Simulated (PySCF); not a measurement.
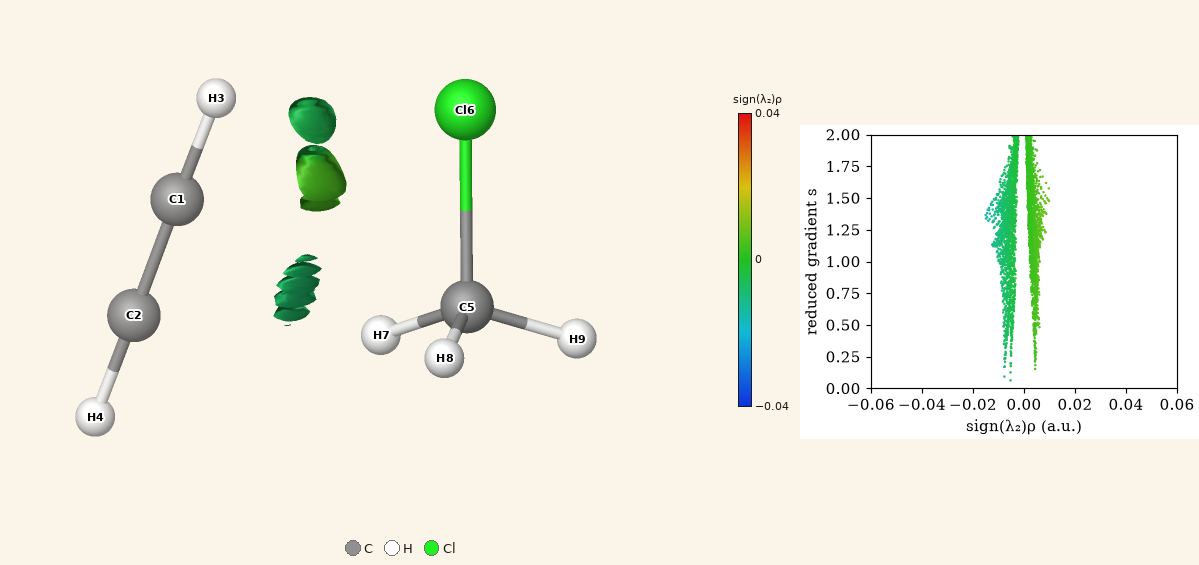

Figure 1: C$_{3}$H$_{5}$Cl, SMILES `C#C.CCl`. Non-covalent interaction surfaces between the fragments (reduced density gradient s = 0.4, coloured by sign(λ₂)ρ in a.u.; trimmed to the region between the fragments where ρ is under 0.06 a.u.). Fragment A: H2C2 (atoms 1–4); fragment B: H3CCl. The plot gives s against sign(λ₂)ρ for grid points between the fragments.

Level of theory: r2SCAN/6-31+G* (PySCF), at a geometry from GFN2-xTB. GFN2-xTB bond lengths at metals and heavier atoms can be off by up to 0.1 Å and shapes distorted, which carries into these values.

The calculation's input:

```python
import numpy as np
from pyscf import gto, scf, dft
from pyscf.scf import atom_ks, atom_hf
from scipy.linalg import block_diag
from pyscf.dispersion import dftd3

def solve(mol, dm0=None, hcore=None):
    mf = (dft.UKS if mol.spin else dft.RKS)(mol, xc='r2scan')
    mf.grids.level = 3
    mf = mf.density_fit(auxbasis='def2-universal-jkfit')
    mf.conv_tol, mf.max_cycle = 1e-8, 80
    if hcore is not None:
        mf.get_hcore = lambda *args: hcore
    mf.kernel(dm0)
    if not mf.converged:
        mf = mf.newton().run(mf.mo_coeff, mf.mo_occ, max_cycle=30)
    assert mf.converged, 'SCF not converged'
    return mf

mol = gto.M(atom='''
C     -2.06840    -0.63162     0.01039
C     -2.90256     0.22292    -0.00804
H     -1.32492    -1.37371     0.02716
H     -3.64351     0.96679    -0.02394
C      0.96928     1.16860     0.00617
Cl     1.55316    -0.50667    -0.00464
H     -0.11728     1.14580     0.00873
H      1.34372     1.66245    -0.88532
H      1.34835     1.65275     0.90102
''', basis='6-31+g*', charge=0, spin=0, verbose=4)
mol_a = gto.M(atom='''
C     -2.06840    -0.63162     0.01039
C     -2.90256     0.22292    -0.00804
H     -1.32492    -1.37371     0.02716
H     -3.64351     0.96679    -0.02394
ghost-C      0.96928     1.16860     0.00617
ghost-Cl     1.55316    -0.50667    -0.00464
ghost-H     -0.11728     1.14580     0.00873
ghost-H      1.34372     1.66245    -0.88532
ghost-H      1.34835     1.65275     0.90102
''', basis='6-31+g*', charge=0, spin=0, verbose=4)
mol_b = gto.M(atom='''
ghost-C     -2.06840    -0.63162     0.01039
ghost-C     -2.90256     0.22292    -0.00804
ghost-H     -1.32492    -1.37371     0.02716
ghost-H     -3.64351     0.96679    -0.02394
C      0.96928     1.16860     0.00617
Cl     1.55316    -0.50667    -0.00464
H     -0.11728     1.14580     0.00873
H      1.34372     1.66245    -0.88532
H      1.34835     1.65275     0.90102
''', basis='6-31+g*', charge=0, spin=0, verbose=4)
ab, a, b = solve(mol), solve(mol_a), solve(mol_b)
e_int = ab.e_tot - a.e_tot - b.e_tot
print('counterpoise-corrected interaction energy / kcal/mol', e_int * 627.5095)
def disp(atoms, charge):
    m = gto.M(atom=atoms, charge=charge, basis='sto-3g', spin=None, unit='Bohr', verbose=0)
    return dftd3.DFTD3Dispersion(m, xc='r2scan', version='d3bj').get_dispersion()['energy']
e_disp = disp(mol._atom, mol.charge) - disp(mol._atom[:4], mol_a.charge) - disp(mol._atom[4:], mol_b.charge)
print('D3(BJ) part / kcal/mol', e_disp * 627.5095)
# spherically averaged free atoms, for the promolecule
atm = atom_ks.get_atm_nrks(mol, xc='r2scan')
pro = block_diag(*[(atm[a[0]][2] * atm[a[0]][3]) @ atm[a[0]][2].T for a in mol._atom])
np.savez('result.npz', e_int=e_int, e_disp=e_disp, dm_a=a.make_rdm1(), dm_b=b.make_rdm1(), c=ab.mo_coeff, occ=ab.mo_occ, eps=ab.mo_energy, pro=pro, d=[f.dip_moment(verbose=0) for f in (ab, a, b)])
```

Launched as:

```sh
OMP_NUM_THREADS=1 python input.py
```

The run took 39 s on 1 thread of Arm Neoverse V2, with other jobs on the host, peak memory 0.43 GiB.

Partitions, critical points and surface values were worked out afterwards from this run's density.

**Which interactions hold the two fragments together?**

Bond critical points between the fragments: C1···H7, C–H···C contact, 2.64 Å, ρ = 0.008 a.u.; H3···Cl6, weak C–H hydrogen bond, 3.01 Å, ρ = 0.005 a.u. All are weak and appear green, as weak hydrogen bonds do. Several contacts close a ring, whose ring point adds a part with positive λ₂ between them. The pose is a local one from a semi-empirical search, not shown to be the most stable.

**How strongly are they bound?**

The counterpoise-corrected interaction energy of the frozen fragments is −1.7 kcal/mol without dispersion correction and −2.2 kcal/mol with D3(BJ). The pair geometry is semi-empirical, not a minimum at this level.
